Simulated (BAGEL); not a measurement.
# HF/6-31G(d) (density fitting with qzvpp-jkfit, spherical functions) run of SiHSClF2 (SMILES F[Si](F)(S)Cl)

What is the vertical ionisation energy of SiHSClF2 at HF/6-31G* (density fitting with qzvpp-jkfit, spherical functions)? 

The calculation is run with BAGEL 1.2.2.

5 further runs of the same task are left out: 1 that didn't finish, 4 set aside as unsound or not needed. Runs told in other sessions of the task aren't counted.

## (1) Starting point

SiHSClF2: 6 atoms, total charge 0, spin state singlet. As SMILES, `F[Si](F)(S)Cl`. Geometry: relaxed at PBE0-D4/def2-TZVP. This is one conformer, not always the lowest.

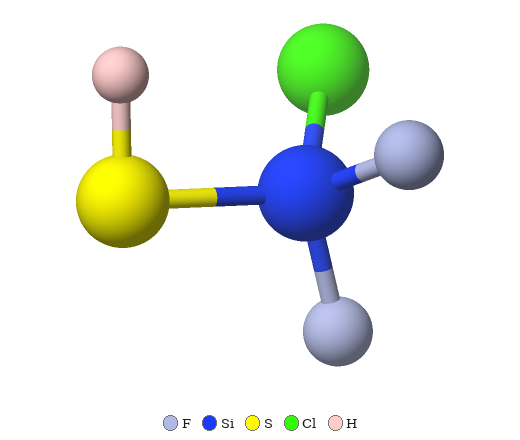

Viewed from a chosen angle; fluorine light blue, silicon blue, sulfur yellow, chlorine green, hydrogen pink.

## (2) A single-point energy at HF/6-31G(d) (density fitting with qzvpp-jkfit, spherical functions)

File input.json:

```json
{ "bagel": [

{
  "title": "molecule",
  "basis": "6-31gs.json",
  "df_basis": "qzvpp-jkfit",
  "angstrom": true,
  "geometry": [
    { "atom": "F", "xyz": [    0.963400,   -0.052900,    1.442800 ] },
    { "atom": "Si", "xyz": [    0.337800,   -0.341700,    0.024100 ] },
    { "atom": "F", "xyz": [    0.460600,   -1.889100,   -0.244500 ] },
    { "atom": "S", "xyz": [   -1.704700,    0.119100,   -0.051300 ] },
    { "atom": "Cl", "xyz": [    1.458000,    0.665600,   -1.322100 ] },
    { "atom": "H", "xyz": [   -1.473100,    1.435000,    0.104800 ] }
  ]
},
{
  "title": "hf"
},
{
  "title": "print",
  "file": "orbitals.molden",
  "orbitals": true
}

]}
```

The basis set 6-31G* is read from a file made from the Basis Set Exchange's data (not shown).

The run is started by

```bash
$ BAGEL_NUM_THREADS=1 BAGEL input.json > input.out
```

The log of the run:

```text
* using 1 threads per process

  ===============================================================
  ===============================================================

  *** Geometry ***

  { "atom" : "F", "xyz" : [      1.820562,     -0.099967,      2.726497 ] },
  { "atom" : "Si", "xyz" : [      0.638349,     -0.645719,      0.045542 ] },
  { "atom" : "F", "xyz" : [      0.870408,     -3.569882,     -0.462038 ] },
  { "atom" : "S", "xyz" : [     -3.221416,      0.225066,     -0.096943 ] },
  { "atom" : "Cl", "xyz" : [      2.755221,      1.257802,     -2.498407 ] },
  { "atom" : "H", "xyz" : [     -2.783756,      2.711757,      0.198043 ] },

  Number of auxiliary basis functions:      556

  Since a DF basis is specified, we compute 2- and 3-index integrals:
    o Being stored without compression. Storage requirement is 0.031 GB

  Number of basis functions:       84
  Number of electrons      :       66

    * METHOD: MOLECULE                             0.24

  *** RHF ***

  === Nuclear Repulsion ===
   382.7336711330

      * DIIS with orbital gradients will be used.

  === RHF iteration (6-31gs.json) ===
      0      -1345.35239264          0.01986358           0.09
      1      -1345.50060107          0.01261001           0.08
      2      -1345.57861351          0.00095002           0.08
      3      -1345.57962811          0.00025445           0.08
      4      -1345.57969864          0.00006233           0.08
      5      -1345.57970372          0.00001399           0.08
      6      -1345.57970402          0.00000444           0.08
      7      -1345.57970405          0.00000092           0.08
      8      -1345.57970405          0.00000040           0.08
      9      -1345.57970405          0.00000013           0.08
     10      -1345.57970405          0.00000004           0.08
     11      -1345.57970405          0.00000002           0.08
     12      -1345.57970405          0.00000001           0.08
    * SCF iteration converged.

    * Permanent dipole moment:
           (    0.273423,    -0.531333,     0.001075) a.u.

    * METHOD: HF                                   1.23

    * METHOD: PRINT                                0.01

  ===============================================================
```

It took 1.6 s on 1 thread of Intel Xeon 6975P-C (Granite Rapids), shared host; peak memory 0.15 GiB.

## (3) The doublet cation at the same level

File job.json:

```json
{ "bagel": [

{
  "title": "molecule",
  "basis": "6-31gs.json",
  "df_basis": "qzvpp-jkfit",
  "angstrom": "true",
  "geometry": [
    { "atom": "F", "xyz": [       0.963400,      -0.052900,       1.442800 ] },
    { "atom": "Si", "xyz": [       0.337800,      -0.341700,       0.024100 ] },
    { "atom": "F", "xyz": [       0.460600,      -1.889100,      -0.244500 ] },
    { "atom": "S", "xyz": [      -1.704700,       0.119100,      -0.051300 ] },
    { "atom": "Cl", "xyz": [       1.458000,       0.665600,      -1.322100 ] },
    { "atom": "H", "xyz": [      -1.473100,       1.435000,       0.104800 ] }
  ]
},

{ "title": "uhf", "charge": 1, "nopen": 1 },

{ "title": "print", "file": "orbitals.molden", "orbitals": "true" }

]}
```

The basis set 6-31G* is read from a file made from the Basis Set Exchange's data (not shown).

The run is started by

```bash
$ BAGEL_NUM_THREADS=1 BAGEL job.json > job.out
```

The log of the run:

```text
* using 1 threads per process

  ===============================================================
  ===============================================================

  *** Geometry ***

  { "atom" : "F", "xyz" : [      1.820562,     -0.099967,      2.726497 ] },
  { "atom" : "Si", "xyz" : [      0.638349,     -0.645719,      0.045542 ] },
  { "atom" : "F", "xyz" : [      0.870408,     -3.569882,     -0.462038 ] },
  { "atom" : "S", "xyz" : [     -3.221416,      0.225066,     -0.096943 ] },
  { "atom" : "Cl", "xyz" : [      2.755221,      1.257802,     -2.498407 ] },
  { "atom" : "H", "xyz" : [     -2.783756,      2.711757,      0.198043 ] },

  Number of auxiliary basis functions:      556

  Since a DF basis is specified, we compute 2- and 3-index integrals:
    o Being stored without compression. Storage requirement is 0.031 GB

  Number of basis functions:       84
  Number of electrons      :       66

    * METHOD: MOLECULE                             0.24

  *** Open-shell HF ***

  === Nuclear Repulsion ===
   382.7336711330

      * DIIS with orbital gradients will be used.

  === UHF iteration (6-31gs.json) ===
      0      -1344.90742081          0.04380954           0.16
      1      -1345.10733045          0.02834148           0.16
      2      -1345.17153428          0.01763634           0.16
      3      -1345.21066656          0.00083863           0.16
      4      -1345.21107801          0.00031217           0.16
      5      -1345.21115806          0.00010916           0.16
      6      -1345.21118264          0.00006910           0.16
      7      -1345.21119539          0.00004907           0.16
      8      -1345.21120285          0.00003283           0.16
      9      -1345.21120649          0.00001686           0.16
     10      -1345.21120733          0.00000750           0.16
     11      -1345.21120754          0.00000370           0.16
     12      -1345.21120760          0.00000187           0.16
     13      -1345.21120761          0.00000101           0.16
     14      -1345.21120761          0.00000053           0.16
     15      -1345.21120761          0.00000033           0.16
     16      -1345.21120761          0.00000025           0.16
     17      -1345.21120762          0.00000019           0.16
     18      -1345.21120762          0.00000013           0.16
     19      -1345.21120762          0.00000008           0.15
     20      -1345.21120762          0.00000005           0.16
     21      -1345.21120762          0.00000003           0.16
     22      -1345.21120762          0.00000002           0.16
     23      -1345.21120762          0.00000001           0.16
     24      -1345.21120762          0.00000001           0.16
    * SCF iteration converged.

    * S^2 (UHF) is 0.7604

    * Permanent dipole moment:
           (    2.756939,    -1.096901,    -0.123167) a.u.

    * METHOD: UHF                                  4.14

    * METHOD: PRINT                                0.01

  ===============================================================
```

Run time: 4.8 s. Hardware: 1 thread of Intel Xeon 6975P-C (Granite Rapids), shared host; peak memory 0.15 GiB.

## (4) Summary of results

At HF/6-31G* (density fitting with qzvpp-jkfit, spherical functions):

| quantity | value |
| --- | --- |
| singlet SiHSClF2: total energy | -1345.57970 Eh |
| singlet SiHSClF2: dipole moment | 1.52 D |
| singlet SiHSClF2: HOMO energy | -11.42 eV |
| singlet SiHSClF2: LUMO energy | 3.77 eV |
| singlet SiHSClF2: HOMO–LUMO gap | 15.18 eV |
| doublet cation: total energy | -1345.21121 Eh |
| doublet cation: ⟨S²⟩ | 0.760 |
| vertical ionisation energy (to the doublet cation) | 10.027 eV |

Removing an electron at fixed nuclei costs 10.03 eV (231 kcal/mol). −ε(HOMO) before ionisation, 11.42 eV, is 1.39 eV above this ionisation energy.
